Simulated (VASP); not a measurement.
Band structure of Fe (bcc). Computed with LDA (Ceperley-Alder, Perdew-Zunger), VASP's LDA PAW potentials (set 64) (plane waves; VASP).

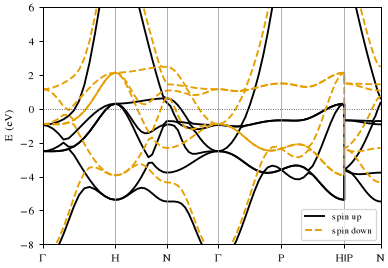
*Bands along high-symmetry lines, zero at the valence-band maximum or, without a gap, the Fermi level*

Q: Read the plot: is there a gap, and where are the band edges?

A: It has no gap at this level: it comes out as a metal or semimetal. (Edges off the drawn lines would not show.)

The compound is Fe in the bcc structure. It was relaxed first, which changed the volume by -12 %.
